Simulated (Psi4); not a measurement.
**UMP2/cc-pVDZ-DK (density fitting for correlation) run of CCl2F (dichlorofluoromethyl radical)**

Aim: the vertical doublet–quartet gap of CCl2F (dichlorofluoromethyl radical) at UMP2/cc-pVDZ-DK (density fitting for correlation), from 2 runs. 

The results are computed with Psi4 1.11.

### 1 The structure to begin with

The species is CCl2F (4 atoms), typed as a doublet with charge 0. As SMILES, `F[C](Cl)Cl`. Geometry: relaxed at PBE0-D4/def2-TZVP.

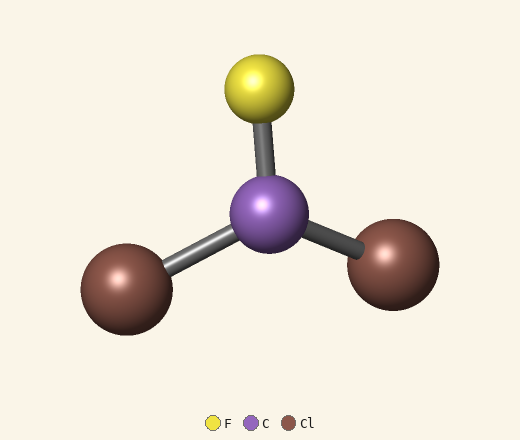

The structure, seen from a chosen angle (fluorine yellow, carbon purple, chlorine brown).

### 2 A single-point energy at UMP2/cc-pVDZ-DK (density fitting for correlation)

Input file input.json:

```json
{
 "schema_name": "qcschema_input",
 "schema_version": 1,
 "molecule": {
  "schema_name": "qcschema_molecule",
  "schema_version": 2,
  "symbols": ["F", "C", "Cl", "Cl"],
  "geometry": [2.27882073, -0.1483435, 1.22340869, -0.07029781, 0.20333453, 0.45901448, -1.76462626, -2.53204403, 0.20409042, -0.33901687, 2.36310252, -1.92468606],
  "molecular_charge": 0,
  "molecular_multiplicity": 2,
  "fix_symmetry": "c1"
 },
 "driver": "energy",
 "model": {
  "method": "mp2",
  "basis": "cc-pVDZ-DK"
 },
 "keywords": {
  "reference": "uhf",
  "scf_type": "direct",
  "mp2_type": "df"
 }
}
```

Command:

```sh
$ psi4 --qcschema input.json -n 1 --memory 1600MB
```

stdout:

```text
Psi4 1.11 release

   => Loading Basis Set <=

    Name: CC-PVDZ-DK
    Role: ORBITAL
    Keyword: BASIS

         ---------------------------------------------------------
                                   SCF
                              UHF Reference
                        1 Threads,   1525 MiB Core
         ---------------------------------------------------------

  ==> Geometry <==

    Molecular point group: c1
    Full point group: C1

    Geometry (in Bohr), charge = 0, multiplicity = 2:

[... 97 lines left out ...]
   @DF-UHF iter   2: -1055.49743830438092   -4.75392e-02   3.64211e-03 ADIIS/DIIS
[... 5 lines left out ...]
   @DF-UHF iter   8: -1055.52479047741599   -6.33334e-06   9.49574e-06 DIIS
[... 5 lines left out ...]
   @DF-UHF iter  14: -1055.52479161698466   -8.18545e-12   1.31552e-08 DIIS
[... 17 lines left out ...]
   @UHF iter  19: -1055.52486550164144   -6.58019e-10   9.26745e-08 DIIS
[... 8 lines left out ...]
   @S^2 Expected:                7.500000000E-01
[... 52 lines left out ...]
    Nuclear Repulsion Energy =            200.8572177146669446
[... 28 lines left out ...]
 Dipole Z            :          0.1832731           -0.2341562           -0.0508831
[... 31 lines left out ...]
	-----------------------------------------------------------
	 ==================> DF-MP2 Energies <====================
	-----------------------------------------------------------
	 Reference Energy          =   -1055.5248655017057899 [Eh]
	 Singles Energy            =      -0.0000000000000000 [Eh]
	 Same-Spin Energy          =      -0.1636524915998669 [Eh]
	 Opposite-Spin Energy      =      -0.4204336666203169 [Eh]
	 Correlation Energy        =      -0.5840861582201839 [Eh]
	 Total Energy              =   -1056.1089516599258786 [Eh]
	-----------------------------------------------------------
	 ================> DF-SCS-MP2 Energies <==================
	-----------------------------------------------------------
	 SCS Same-Spin Scale       =       0.3333333333333333 [-]
	 SCS Opposite-Spin Scale   =       1.2000000000000000 [-]
	 SCS Same-Spin Energy      =      -0.0545508305332890 [Eh]
	 SCS Opposite-Spin Energy  =      -0.5045203999443804 [Eh]
	 SCS Correlation Energy    =      -0.5590712304776694 [Eh]
	 SCS Total Energy          =   -1056.0839367321834743 [Eh]
	-----------------------------------------------------------

	total time  =          1 seconds =       0.02 minutes

    Psi4 run time: 0:00:28.44
```

The result, in JSON:

```text
{
 "driver": "energy",
 "model": {
  "method": "mp2",
  "basis": "cc-pVDZ-DK"
 },
 "success": true,
 "return_result": -1056.1089516599259,
 "properties": {
  "calcinfo_nbasis": 64,
  "calcinfo_nmo": 64,
  "calcinfo_nalpha": 25,
  "calcinfo_nbeta": 24,
  "calcinfo_natom": 4,
  "nuclear_repulsion_energy": 200.85721771466694,
  "return_energy": -1056.1089516599259,
  "scf_one_electron_energy": -1859.8549424221437,
  "scf_two_electron_energy": 603.4728592057709,
  "scf_dipole_moment": [-0.19148507880404497, 0.033505510182433085, -0.050883081717905454],
  "scf_total_energy": -1055.5248655017058,
  "scf_iterations": 22,
  "mp2_same_spin_correlation_energy": -0.16365249159986694,
  "mp2_opposite_spin_correlation_energy": -0.42043366662031695,
  "mp2_singles_energy": -4.077518370998317e-28,
  "mp2_doubles_energy": -0.584086158220184,
  "mp2_correlation_energy": -0.584086158220184,
  "mp2_total_energy": -1056.1089516599259
 }
}
```

Run time: 29 s. Hardware: 1 thread of Intel Xeon Platinum 8488C (Sapphire Rapids), shared host; peak memory 0.27 GiB.

### 3 The quartet, same level

Input file ccl2f.dat:

```
memory 1600 mb

molecule system {
  0 4
  F      1.205900    -0.078500     0.647400
  C     -0.037200     0.107600     0.242900
  Cl    -0.933800    -1.339900     0.108000
  Cl    -0.179400     1.250500    -1.018500
  symmetry c1
}

set reference uhf
set scf_type direct
set mp2_type df

energy("mp2/cc-pVDZ-DK")
```

Command:

```sh
$ psi4 -i ccl2f.dat -o ccl2f.out -n 1
```

ccl2f.out:

```text
Psi4 1.11 release

   => Loading Basis Set <=

    Name: CC-PVDZ-DK
    Role: ORBITAL
    Keyword: BASIS

         ---------------------------------------------------------
                                   SCF
                              UHF Reference
                        1 Threads,   1525 MiB Core
         ---------------------------------------------------------

  ==> Geometry <==

    Molecular point group: c1
    Full point group: C1

    Geometry (in Angstrom), charge = 0, multiplicity = 4:

[... 93 lines left out ...]
                           Total Energy        Delta E     RMS |[F,P]|
[... 8 lines left out ...]
   @DF-UHF iter   7: -1055.23648320526013   -1.11195e-04   4.34275e-05 DIIS
[... 7 lines left out ...]
   @DF-UHF iter  15: -1055.23671950542757   -9.41646e-06   1.13192e-05 DIIS
[... 7 lines left out ...]
   @DF-UHF iter  23: -1055.23672879350147   -4.70664e-11   1.91965e-08 DIIS
[... 19 lines left out ...]
   @UHF iter  30: -1055.23682414324639   -1.28239e-10   6.68339e-08 DIIS
[... 7 lines left out ...]
   @UHF iter  38: -1055.23682414352515   -1.27329e-11   1.34310e-08 DIIS
[... 46 lines left out ...]
    Final Occupation by Irrep:
[... 39 lines left out ...]
 Dipole Z            :          0.2092409           -0.2341562           -0.0249154
[... 31 lines left out ...]
	-----------------------------------------------------------
	 ==================> DF-MP2 Energies <====================
	-----------------------------------------------------------
	 Reference Energy          =   -1055.2368241435374330 [Eh]
	 Singles Energy            =      -0.0000000000000000 [Eh]
	 Same-Spin Energy          =      -0.1690716708317631 [Eh]
	 Opposite-Spin Energy      =      -0.4191710333144872 [Eh]
	 Correlation Energy        =      -0.5882427041462502 [Eh]
	 Total Energy              =   -1055.8250668476837291 [Eh]
	-----------------------------------------------------------
	 ================> DF-SCS-MP2 Energies <==================
	-----------------------------------------------------------
	 SCS Same-Spin Scale       =       0.3333333333333333 [-]
	 SCS Opposite-Spin Scale   =       1.2000000000000000 [-]
	 SCS Same-Spin Energy      =      -0.0563572236105877 [Eh]
	 SCS Opposite-Spin Energy  =      -0.5030052399773846 [Eh]
	 SCS Correlation Energy    =      -0.5593624635879723 [Eh]
	 SCS Total Energy          =   -1055.7961866071254917 [Eh]
	-----------------------------------------------------------

	total time  =          0 seconds =       0.00 minutes

    Psi4 run time: 0:00:56.38
```

Run time: 58 s. Hardware: 1 thread of Intel Xeon Platinum 8488C (Sapphire Rapids), shared host; peak memory 0.27 GiB.

### 4 Summary of results

At UMP2/cc-pVDZ-DK (density fitting for correlation):

| quantity | value |
| --- | --- |
| doublet: total energy | -1056.10895 Eh |
| doublet: HOMO energy (Hartree–Fock orbitals) (highest over α and β) | -10.79 eV |
| doublet: LUMO energy (Hartree–Fock orbitals) (lowest over α and β) | 2.59 eV |
| doublet: correlation energy | -584.1 mEh |
| doublet: ⟨S²⟩ | 0.761 |
| quartet: total energy | -1055.82507 Eh |
| quartet: HOMO energy (Hartree–Fock orbitals) (highest over α and β) | -5.36 eV |
| quartet: LUMO energy (Hartree–Fock orbitals) (lowest over α and β) | -3.67 eV |
| quartet: correlation energy | -588.2 mEh |
| quartet: ⟨S²⟩ | 3.778 |
| vertical energy of the quartet above the doublet | 7.725 eV |

In words: At this shape the quartet lies 7.72 eV (178 kcal/mol) above the doublet. The basis (doublet) was made for a relativistic Hamiltonian, but the run is non-relativistic. The basis (quartet) was made for a relativistic Hamiltonian, but the run is non-relativistic.
